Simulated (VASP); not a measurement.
Band structure of HfB$_{2}$ (AlB2 type). All values below come from vdW-DF2, VASP's PBE PAW potentials (set 64) (plane waves; VASP).

Unless said otherwise, spin-orbit coupling is left out, though it shifts the bands of the heavy elements here.

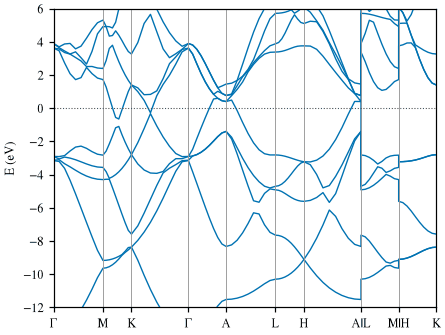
Figure: Bands along high-symmetry lines, zero at the valence-band maximum or, without a gap, the Fermi level

Problem. Read the plot: is there a gap, and where are the band edges?

Solution. It has no gap at this level: it comes out as a metal or semimetal. (Edges off the drawn lines would not show.)

The compound is HfB2 in the AlB2 type structure. It was relaxed first.
